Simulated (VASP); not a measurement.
Input:

```
Sb
1.0
   -1.86652     1.86652     1.86652
    1.86652    -1.86652     1.86652
    1.86652     1.86652    -1.86652
Sb
1
Cartesian
  0.00000   0.00000   0.00000
```

Method: PBEsol GGA, VASP's PBE PAW potentials (set 64) (plane waves; VASP 6.6.1). Settings: 400 eV cut-off, 15×15×15 Γ-centred mesh, tetrahedra with Blöchl corrections, potentials Sb.

Unless said otherwise, spin-orbit coupling is left out, though it shifts the bands of the heavy elements here.

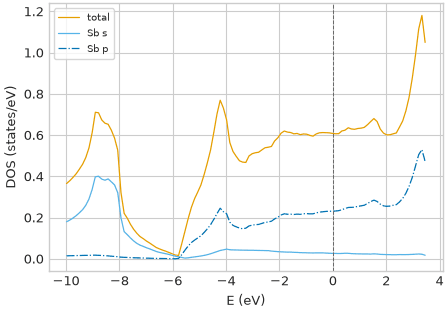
Figure. Total and projected density of states, zero at the Fermi level

Within 2 eV below the Fermi level the largest weight inside VASP's projection spheres is Sb p.

It has no gap at this level: it comes out as a metal or semimetal.

The structure was generated: Sb was put into the bcc type (Im-3m), which need not be its known phase. It was relaxed first, which changed the volume by -5 %.
